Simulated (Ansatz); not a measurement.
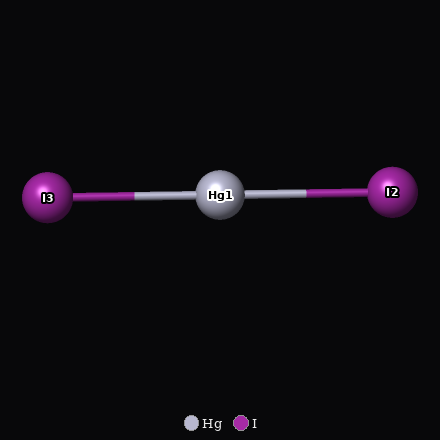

The system is HgI2; the picture shows the reference structure. Coordinates scanned: (1) bond length Hg1–I2; (2) bond length Hg1–I3. Nothing is relaxed (all other coordinates rigid). The scan uses a 13 × 13 grid. At 31 points there is no value. Points are written as (first, second). Energies are in kJ/mol, from the lowest grid point. The reference is spin-restricted, which grows unreliable where a bond is stretched far. Theory: RKS PBE-D4/def2-TZVP (Ansatz).

Its coordinates:

```xyz
3

Hg    0.0000    0.0000    0.0000
I    -0.0171   -0.0214    2.6021
I     0.0171    0.0214   -2.6021
```

Range: bond length Hg1–I2 from 2.134 to 3.903 Å; bond length Hg1–I3 from 2.238 to 3.643 Å.

Q: Predict the map.

A: The lowest grid point is at (2.576 Å, 2.706 Å). The smooth surface has its minimum beside a grid point that was not computed. The highest grid point, (2.134 Å, 3.643 Å), lies 374 kJ/mol above the lowest.

```csv
"bond length Hg1–I3 ↓, bond length Hg1–I2 →",2.134,2.281,2.429,2.576,2.724,2.871,3.019,3.166,3.314,3.461,3.609,3.756,3.903
3.643,374,239,177,155,155,167,185,205,224,242,259,274,287
3.526,354,–,157,136,137,–,169,–,210,–,246,–,275
3.409,332,199,137,116,118,132,152,173,194,214,232,248,262
3.292,310,–,115,–,98,–,133,–,178,–,218,–,249
3.175,288,154,93,74,77,93,114,137,160,182,202,219,235
3.058,265,–,71,–,56,72,95,–,143,–,186,204,220
2.941,244,110,50,31,36,53,76,101,126,149,171,190,207
2.823,226,–,31,–,18,–,60,–,111,135,158,–,196
2.706,214,79,18,0,6,24,48,74,101,126,149,170,189
2.589,212,–,14,–,1,–,45,–,99,–,149,–,190
2.472,225,87,24,5,11,30,55,83,110,137,162,184,204
2.355,263,122,58,–,43,–,87,–,143,–,196,–,239
2.238,339,194,127,106,110,129,154,182,211,238,264,287,308
```

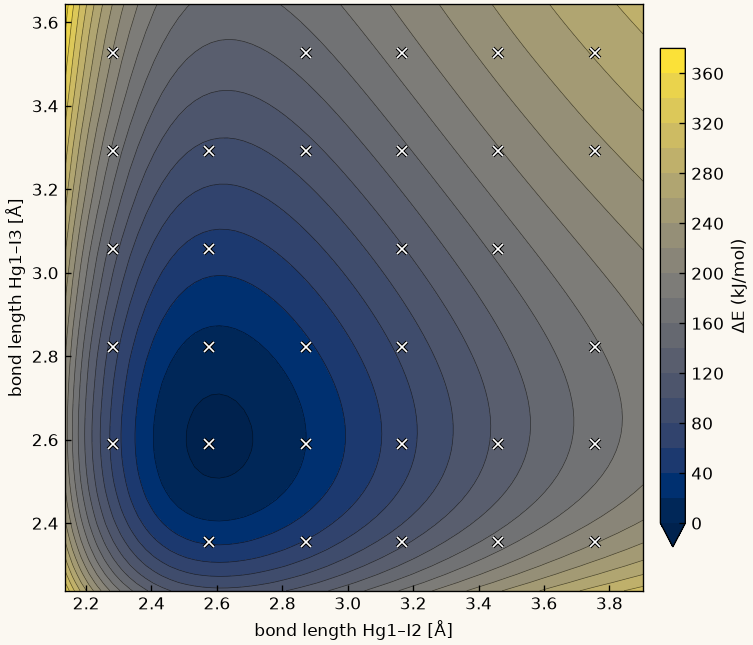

In the figure: filled contours, crosses at grid points without a value. Between grid points the surface is interpolated.

Each point was launched as `ansatz run input.yaml --threads 1 --pin off --max-ram 2560MiB --backend cpu --events-out ev --progress --plain --runs-dir out`. Time for the 138 points that were run: 14 min on 1 thread of Arm Neoverse V2, with other jobs on the host.
